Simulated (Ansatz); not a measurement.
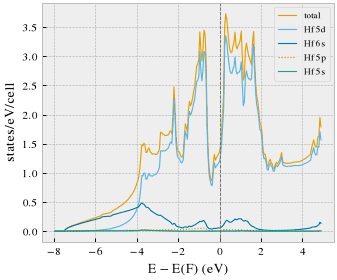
Total and projected density of states of Hf (hcp (Mg type), P6_3/mmc), PBEsol in the plane-wave PAW code Ansatz

**Question.** Which orbitals carry the states next to the Fermi level?

**Answer.** Within 0.5 eV of the Fermi level: Hf 5d 89 %. Projections are on Löwdin-orthogonalised atomic valence shells; empty p or d shells of many metals are not among them.

**Question.** Where is the tallest occupied peak in this window, and what makes it?

**Answer.** Near -0.8 eV, about 3.4 states/eV per cell; the largest projected share is Hf 5d.

The cell was relaxed with PBEsol under the symmetry of its start. The run is not spin-polarised. Spin–orbit coupling is left out wherever it is not named.

Potentials: the earlier of the program's two PAW sets. The files were generated under PBE; for other functionals the program regenerates the frozen cores, and for LDA and PBEsol the local potential too.
